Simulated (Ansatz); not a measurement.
# Calculations on C$_{2}$H$_{8}$Mg

### Relaxation

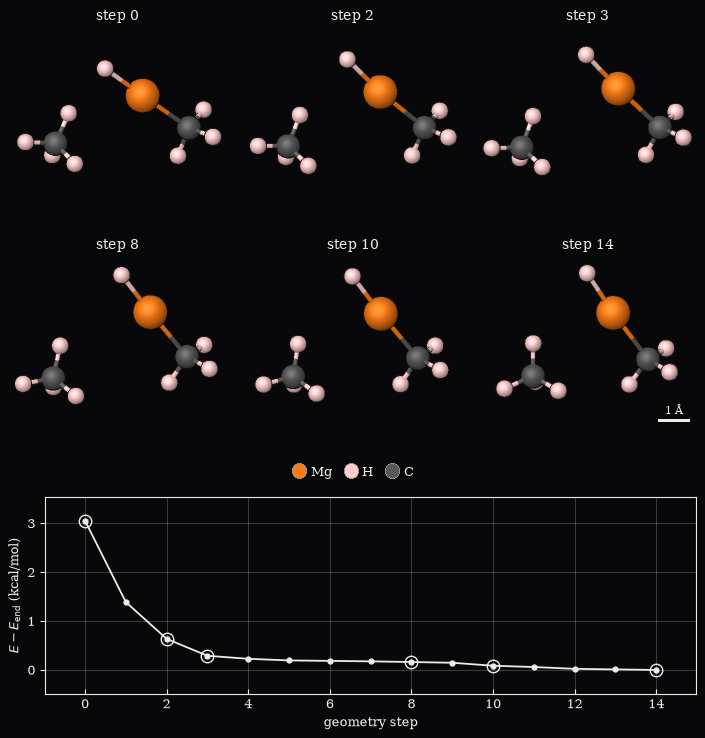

Frames of a relaxation of C$_{2}$H$_{8}$Mg, marked on the history of the run. Style: ball-and-stick. Shown at a tilt.

The run prepares an end point of a later path (reaction) calculation, from a guessed geometry.

All numbers below come from Ansatz, RKS B3LYP/def2-SVP. (no spin polarisation; force threshold 0.03 eV/Å; at most 50 steps)

Describe the path.

An H atom moves most after the best rigid fit: 0.90 Å. By element the largest moves are H 0.90 Å, C 0.40 Å, Mg 0.39 Å. Some distances before and after: H–Mg 1.716 → 1.703 Å, C–H 1.089 → 1.101 Å. Bond angles that change, for instance: H–Mg–C 179.2° → 176.5°. Over 14 geometry steps the energy falls by 3.06 kcal/mol. The largest force component goes from 0.51 to 0.016 eV/Å. The forces were under the threshold at step 6, but the run went on from there. The run took 13 s on 2 threads of Intel(R) Xeon(R) 6975P-C (Granite Rapids), with other jobs on the host, peak memory 0.17 GiB. From step 0 to 2: an H atom moves most (0.39 Å), energy −2.42 kcal/mol. From step 2 to 3: an H atom moves most (0.20 Å), energy −0.35 kcal/mol. From step 3 to 8: an H atom moves most (0.34 Å), energy −0.13 kcal/mol. From step 8 to 10: H atoms move most (0.22 Å), energy −0.08 kcal/mol. From step 10 to 14: H atoms move most (0.26 Å), energy −0.09 kcal/mol.

### Relaxation

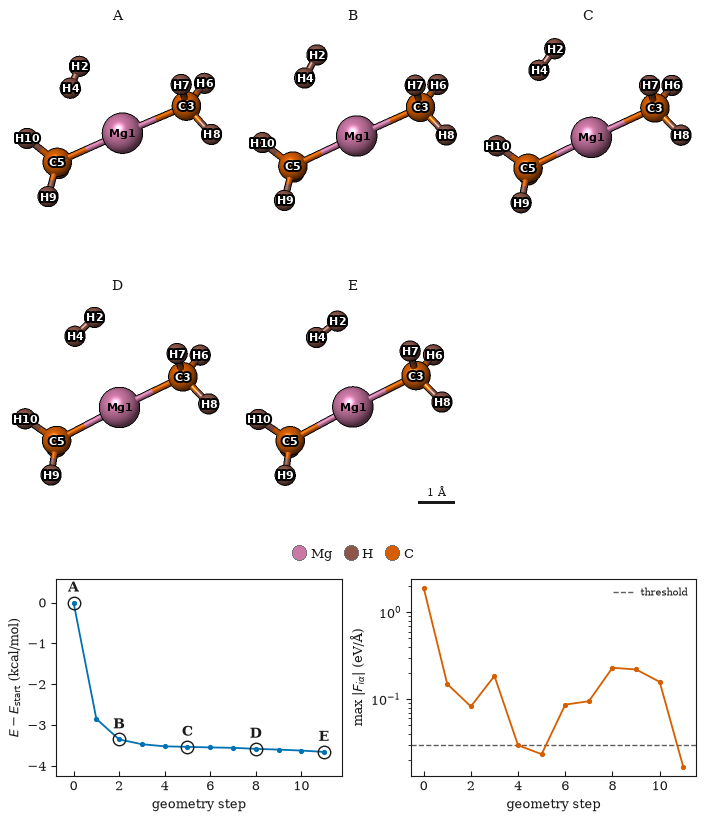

Frames of a relaxation of C2H8Mg, marked on the history of the run. Style: ball-and-stick. Shown at a tilt.

The run prepares an end point of a later path (reaction) calculation, from a guessed geometry.

The calculation used RKS B3LYP/def2-SVP in Ansatz 0.2.0. Set-up: no spin polarisation; force threshold 0.03 eV/Å; at most 50 steps.

Question: Describe the path.

Answer: After 11 geometry steps the energy has fallen by 3.65 kcal/mol. Largest force component: 1.9 eV/Å at the start, 0.017 eV/Å at the end. The forces were under the threshold at step 4, but the run went on from there. The atom that moves furthest after the best rigid fit is an H atom (0.81 Å). By element the largest moves are H 0.81 Å, C 0.26 Å, Mg 0.17 Å. Near-neighbour distances that change, for instance: H–Mg 2.653 → 2.915 Å, H–H 0.704 → 0.762 Å, C–Mg 2.155 → 2.104 Å. From step 0 to 2: an H atom moves most (0.37 Å), energy −3.35 kcal/mol. From step 2 to 5: an H atom moves most (0.27 Å), energy −0.18 kcal/mol. From step 5 to 8: an H atom moves most (0.31 Å), energy −0.05 kcal/mol. From step 8 to 11: an H atom moves most (0.34 Å), energy −0.08 kcal/mol.

Limits of the set-up: the start holds two separate molecules, 2.2 Å apart at their closest, whose relative position is a soft coordinate and is computed without a dispersion correction.

### Path

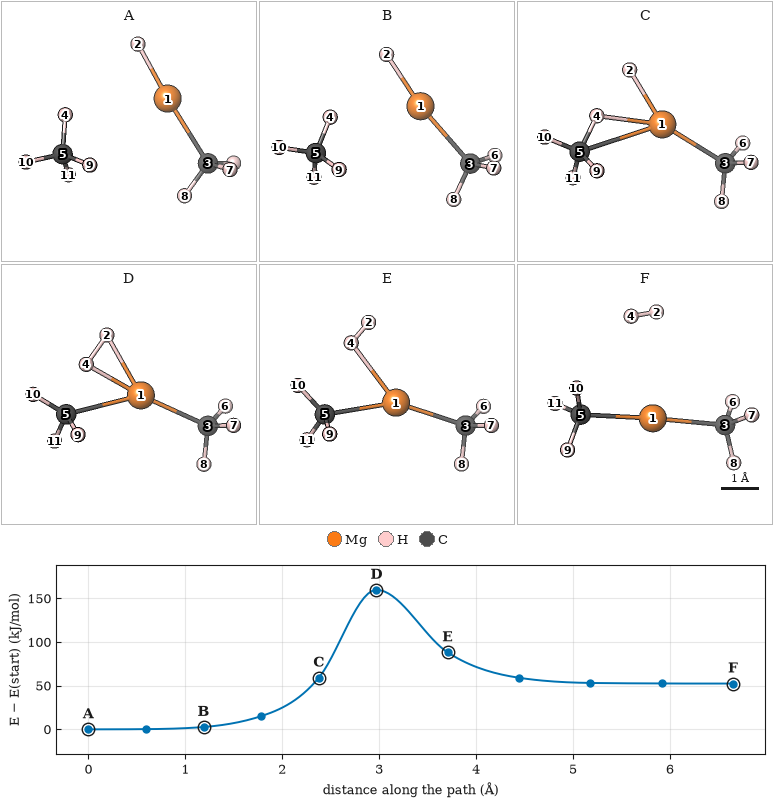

A search for the minimum-energy path of C2H8Mg, made up at the start of CH4Mg and CH$_{4}$ by the nudged elastic band. Images are numbered from 0 (start) to 10 (end). Frames A to F are images 0, 2, 4, 5, 6, 10. Style: ball-and-stick. Shown at a tilt.

Level of theory: Ansatz, RKS B3LYP/def2-SVP. Settings: 9 movable images; climbing image; force threshold 0.03 eV/Å; iteration limit 60; starting path through a guess of the saddle point.

Question: What happens along the path, and what is the barrier?

Answer: Forward barrier 159.9 kJ/mol, backward barrier 107.4 kJ/mol, with image 5 at the top; the reaction energy is +52.5 kJ/mol. Breaking: H4–C5 (1.10 → 1.53 at the top → 3.28 Å), Mg1–H2 (1.70 → 1.90 at the top → 3.04 Å). Forming: H2–H4 (2.97 → 1.04 at the top → 0.76 Å), Mg1–C5 (3.50 → 2.27 at the top → 2.10 Å). The band converged in 15 iterations, with a climbing image at the top.

Limits of the set-up: the start holds two separate molecules, 3.0 Å apart at their closest, whose relative position is a soft coordinate and is computed without a dispersion correction.
